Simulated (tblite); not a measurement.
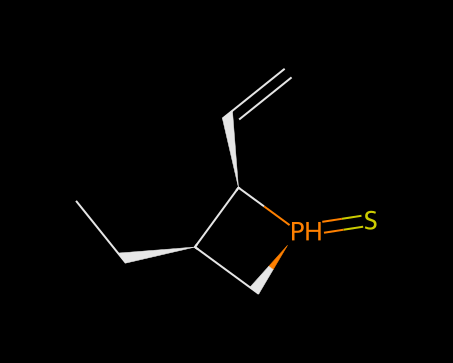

(Drawn from a calculation with tblite.)

Skeletal drawing of a molecule.

Question: Give its SMILES.

Answer: C=C[C@@H]1[C@H](CC)C[P@@H]1=S

Question: Give the formula, hydrogens included.

Answer: C7H13PS.

Question: An optimisation with GFN2-xTB gave a structure of which point group?

Answer: C1.
